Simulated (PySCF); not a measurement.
```xyz
10

C    -1.3636    0.1123    0.6505
C    -0.1845   -0.3746   -0.0212
C     0.9362    0.4250   -0.3282
C     2.0392   -0.1093   -0.9808
N     2.9712   -0.5580   -1.5392
H    -2.2592   -0.1580    0.0483
H    -1.3572    1.1792    0.9018
H    -1.5279   -0.5093    1.5608
H    -0.1450   -1.4336   -0.3134
H     0.9617    1.4902   -0.0614
```

Geometry: PBE0-D3(BJ)/def2-SVP.

These are results of DFT single point, gas phase, functional wB97X (PySCF 2.14.0, density-fitted response routines), not measurements.

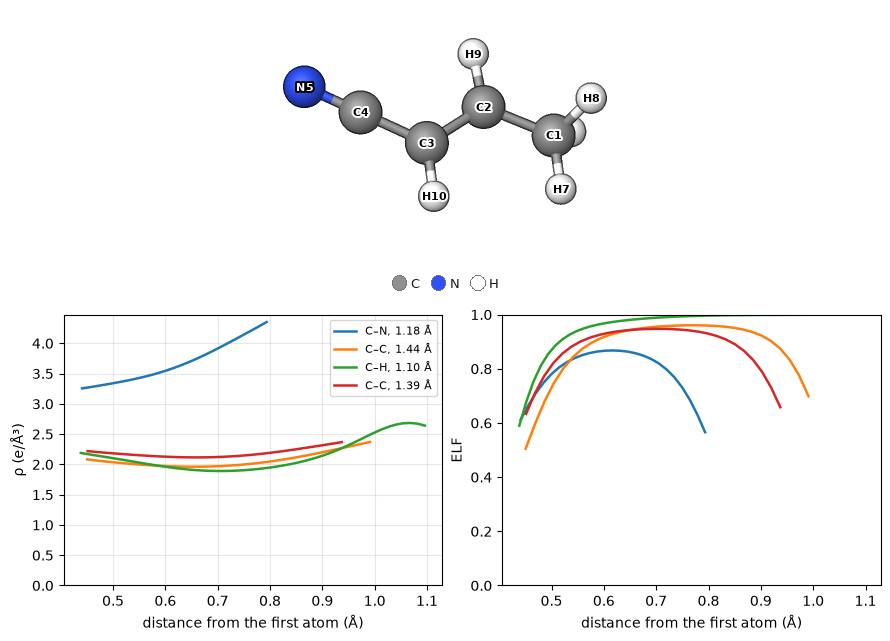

C4H5N (charge +1, doublet). Total electron density and ELF along straight lines between neighbouring atoms. The curves leave out the atomic cores. The structure is drawn too.

> What kind of bonding do the profiles show?

C–N (1.18 Å): the density is about 3.5 e/Å³ at the midpoint; the ELF peaks at about 0.85 between the atoms (a short, multiple covalent bond).
C–C (1.44 Å): the density is about 2 e/Å³ at the midpoint; the ELF peaks at about 0.95 between the atoms: a covalent bond.
C–H (1.10 Å): the density is about 2 e/Å³ at the midpoint; the ELF climbs to about 1 towards the hydrogen, as it does in any bond to H: a covalent bond by its length.
C–C (1.39 Å): ρ is about 2.1 e/Å³ halfway; the ELF peaks at about 0.95 between the atoms: localised, covalent bonding.
